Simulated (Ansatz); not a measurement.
# CH4 (methane): where methods fail along a bond

CH4 has 5 atoms, charge 0, and is taken as a singlet. SMILES: `C`. The coordinates come from a PBE0-D4/def2-TZVP relaxation.

```xyz
5

C     0.0000    0.0000    0.0000
H     0.1590   -0.2432    1.0502
H    -1.0067    0.3952   -0.1329
H     0.1197   -0.8995   -0.6033
H     0.7281    0.7474   -0.3139
```

The C1–H4 distance is scanned; the parts on either side stay rigid. Basis 3-21G, 1 core orbital frozen in the correlated methods; program Ansatz 0.2.0. FCI is exact within this basis and core. Energies in eV from each method's value at 1.090 Å; methods without a U are spin-restricted. The shape above is that at 1.090 Å.

```json
{"distance (Å)": "1.090", "BLYP": "0.00", "r2SCAN": "0.00", "r2SCAN0": "0.00", "CCSDT": "0.00", "FCI": "0.00"}
{"distance (Å)": "1.362", "BLYP": "0.68", "r2SCAN": "0.75", "r2SCAN0": "0.80", "CCSDT": "0.69", "FCI": "0.69"}
{"distance (Å)": "1.634", "BLYP": "1.90", "r2SCAN": "2.05", "r2SCAN0": "2.16", "CCSDT": "1.86", "FCI": "1.86"}
{"distance (Å)": "2.179", "BLYP": "4.04", "r2SCAN": "4.37", "r2SCAN0": "4.63", "CCSDT": "3.69", "FCI": "3.69"}
{"distance (Å)": "2.724", "BLYP": "5.37", "r2SCAN": "5.84", "r2SCAN0": "6.28", "CCSDT": "4.45", "FCI": "4.45"}
```

Departure from the FCI curve at its largest: BLYP +0.91 eV at 2.72 Å; r2SCAN +1.39 eV at 2.72 Å; r2SCAN0 +1.82 eV at 2.72 Å; CCSDT within 0.005 eV. Restricted functionals keep the electrons paired too, and rise too high.

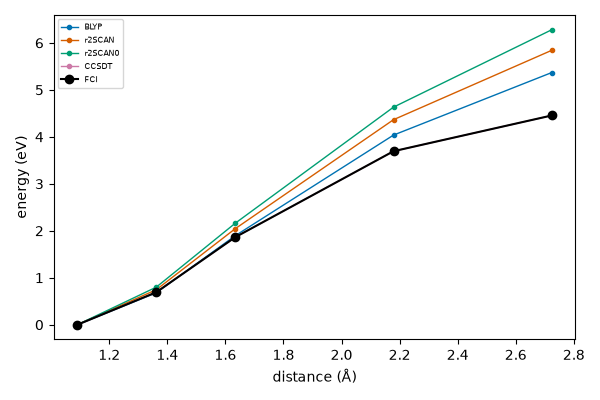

The curves of the table.
